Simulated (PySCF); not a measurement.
**CH3GeO, doublet, SMILES `O=[CH][GeH2]`: what the electrons do**

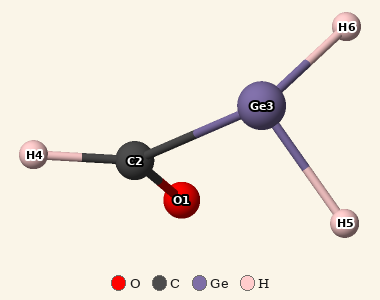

The molecule, with its atoms numbered as below. No frequency check shows the geometry to be a minimum.

Coordinates in Å:

```
O1       1.9755   -0.4501    0.0003
C2       1.2692    0.5080   -0.0003
Ge3     -0.7393    0.0325   -0.0002
H4       1.6703    1.5355   -0.0005
H5      -0.7158   -1.0146   -1.1538
H6      -0.7175   -1.0072    1.1592
```

Part 1: Bonding charge

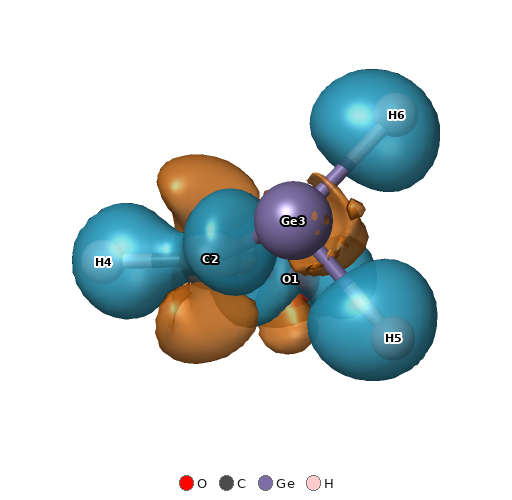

Deformation density (molecule less spherical, spin-averaged free atoms at the same positions), surfaces at ±0.07 e/Å³; light blue: gain, orange: loss.

Level of theory: TPSSh/def2-SVP (PySCF), at a geometry from GFN2-xTB. The stability of the open-shell solution wasn't checked. GFN2-xTB doesn't know the spin state, so this open-shell geometry is rough.

Q: Describe the bonding that the map shows.

A: C2–H4: +0.72 e/Å³ at the bond critical point (bond length 1.10 Å, Mayer order 0.9). O1–C2: +0.58 e/Å³ at the bond critical point (bond length 1.19 Å, Mayer order 2.0). Ge3–H6 and Ge3–H5: +0.21 e/Å³ at the bond critical point (bond length 1.56 Å, Mayer order 0.9). C2–Ge3: +0.13 e/Å³ at the bond critical point (bond length 2.06 Å, Mayer order 0.8). In all, 1.3 electrons gather in the regions of gain relative to the promolecule. A small or negative value marks a very polar bond, one between electron-rich atoms, whose free-atom densities already overlap strongly, a long bond to a heavier atom, or a closed-shell contact such as a hydrogen bond.

Q: Where do the Hirshfeld charges lie?

A: The highest Hirshfeld charge is on Ge3 (+0.17 e), the lowest on O1 (−0.14 e).

Part 2: Bond critical points

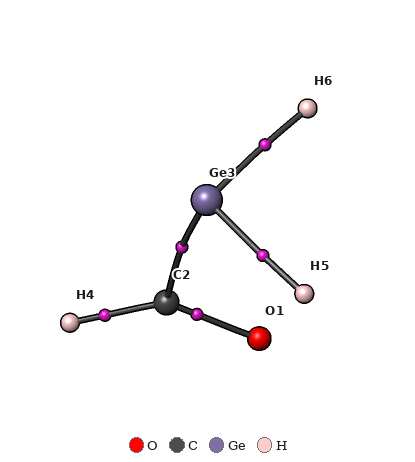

Molecular graph of the electron density (QTAIM): bond paths, bond critical points (magenta), ring points (cyan, if any); weak paths are dashed.

Q: How many critical points of each kind are there, and does the count close?

A: 6 nuclei, 5 bond, 0 ring and 0 cage critical points: 6 − 5 + 0 − 0 = 1, as the Poincaré–Hopf relation requires.

Q: Give the properties at the bond critical points.

A:
```tsv
bond	length (Å)	ρ (a.u.)	∇²ρ (a.u.)	ε	H (a.u.)
O1–C2	1.190	0.418	+0.82	0.00	−0.719
C2–H4	1.103	0.276	−1.05	0.01	−0.295
Ge3–H6 (2 alike)	1.557	0.126	+0.03	0.02	−0.075
C2–Ge3	2.064	0.103	+0.04	0.04	−0.053
```

Q: What kind of interaction is C2–H4?

A: Shared-shell (covalent): ρ = 0.276, ∇²ρ = −1.05, H = −0.295 a.u.

Part 3: Local ionisation energy

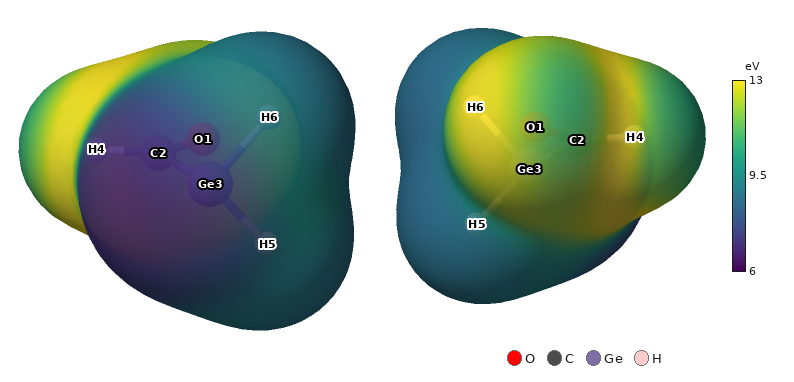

Average local ionisation energy on the surface of electron density 0.001 a.u. (back view left, front view right).

Q: Locate the minima of the map.

A: The lowest value is 6.7 eV, 2.4 Å from Ge3. Further minima include 8.4 eV, 1.7 Å from H6; 10.2 eV, 1.4 Å from H4; 10.9 eV, 1.7 Å from O1. For comparison, the highest occupied orbital lies at −5.9 eV.

Part 4: Spin density

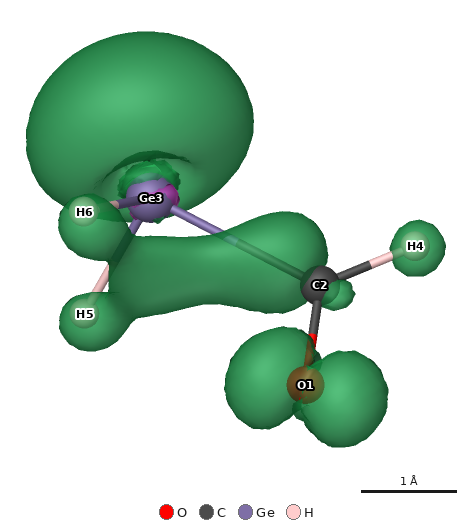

Spin density ρα − ρβ at ±0.03 e/Å³ (green: excess α, purple: excess β).

Q: How is the spin shared among the atoms?

A: Hirshfeld spin populations: Ge3 +0.67, O1 +0.15, C2 +0.08 and H5 and H6 +0.04. ⟨S²⟩ = 0.75, as for a pure state.

Part 5: In an electric field

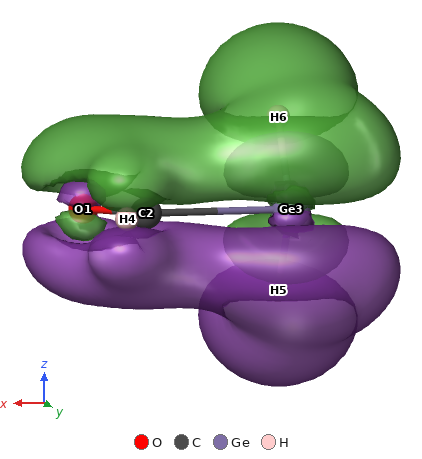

Change of the electron density in a uniform field of 0.21 V/Å, surfaces at ±0.001 e/Å³ (purple: gain, green: loss).

Method: PBE0/aug-cc-pVDZ; geometry: GFN2-xTB; program: PySCF. The stability of the open-shell solution wasn't checked. GFN2-xTB doesn't know the spin state, so this open-shell geometry is rough.

Q: Along which Cartesian direction does the field point?

A: Along +z: electrons gather on the −z side, against the field.

Q: How large is the response?

A: The induced dipole is 0.45 D (along the field); α along this axis, from the fields in both directions, is 44 bohr³ (6.6 Å³).

Q: Which atoms gain and lose the most charge?

A: Electrons gather most on H5 (Hirshfeld charge changes by −0.011 e) and leave H6 most (+0.011 e); 0.043 electrons are displaced in all.

The PySCF runs shown took 34 s and 58 s on 1 thread of Intel(R) Xeon(R) Processor @ 2.50GHz (Skylake/Cascade Lake) (shared host).
